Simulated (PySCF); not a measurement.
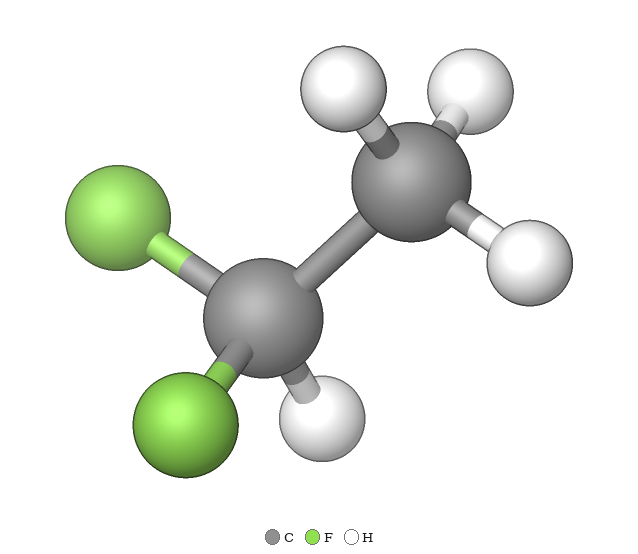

Computed geometry: PBE0-D3(BJ)/def2-SVP optimisation. No frequency run is at hand to confirm it as a minimum.

Draw it as a skeletal formula.

SMILES: CC(F)F

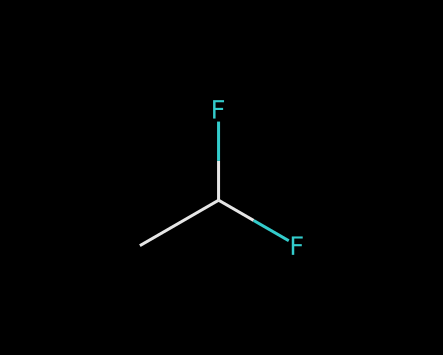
